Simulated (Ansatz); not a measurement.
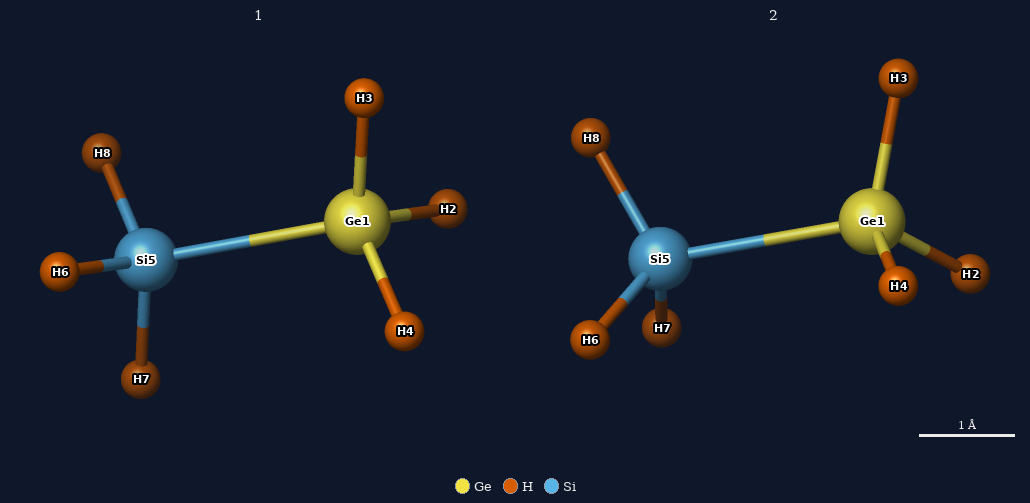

Two geometries of GeSiH6, drawn at one scale. One is the start of a relaxation, the other its converged end. A ball-and-stick model, seen at a tilt.

Level of theory: RKS PBE0-D4/def2-TZVP in Ansatz 0.2.0. Settings: force threshold 0.005 eV/Å; at most 200 steps.

### Which of the two is the end point?

Structure 1 is the relaxed one. It is one of the separated products of a reaction. H6 moves most after the best rigid fit: 0.76 Å. Largest moves by element: H 0.76 Å, Si 0.02 Å. Ge stays in place. Some distances before and after: Ge1–H2 1.544 → 1.538 Å. Groups turn about Ge1–Si5 by about 60°. The energy falls by 0.041 eV in 19 accepted moves (21 points after the start). The largest force component goes from 0.32 to 0.00065 eV/Å. The line search rejected the trial steps at points 7, 10 of the run. The forces were under the threshold at step 4, but the run went on from there.
